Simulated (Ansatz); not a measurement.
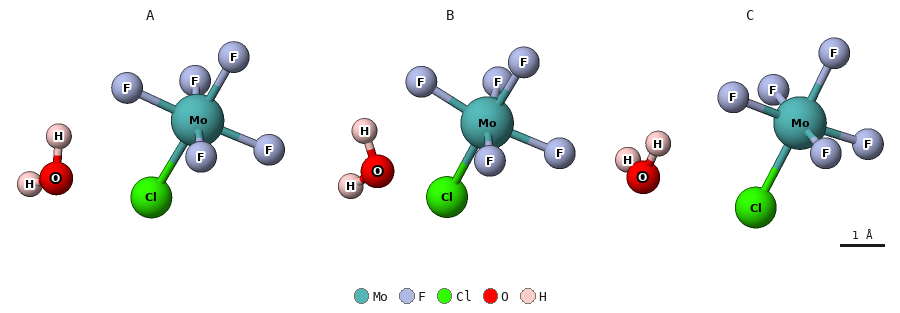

3 geometries from one relaxation of MoH$_{2}$OClF$_{5}$, in shuffled order. A ball-and-stick model, seen from a free direction.

The run prepares an end point of a later path (reaction) calculation, from a guessed geometry.

These are results of RKS PBE-D4/def2-SVP (Ansatz 0.2.0), not measurements. (no spin polarisation; force threshold 0.03 eV/Å; at most 50 steps)

Question: Put them in the order of the run, from the start to the converged end.

Answer: B, A, C. They are steps 0, 8, 18, at +5.81 kcal/mol, +0.78 kcal/mol relative to the last. Over 17 accepted moves (18 points after the start) the energy falls by 5.81 kcal/mol. The largest force component goes from 1.5 to 0.019 eV/Å. The line search rejected the trial step at point 13 of the run. An H atom moves most after the best rigid fit: 1.01 Å. By element the largest moves are H 1.01 Å, O 0.93 Å, F 0.90 Å, Cl 0.86 Å, Mo 0.32 Å. Near-neighbour distances that change, for instance: Mo–O 3.071 → 3.913 Å, F–Mo 1.814 → 1.871 Å, Cl–Mo 2.292 → 2.272 Å, H–O 0.990 → 0.978 Å. Bond angles that change, for instance: F–Mo–F 100.5° → 89.3°, F–Mo–F 169.6° → 177.5°, F–Mo–F 169.6° → 176.5°. Cost: 38 s on 4 threads of Arm Neoverse V2, on a shared host, peak memory 0.22 GiB.
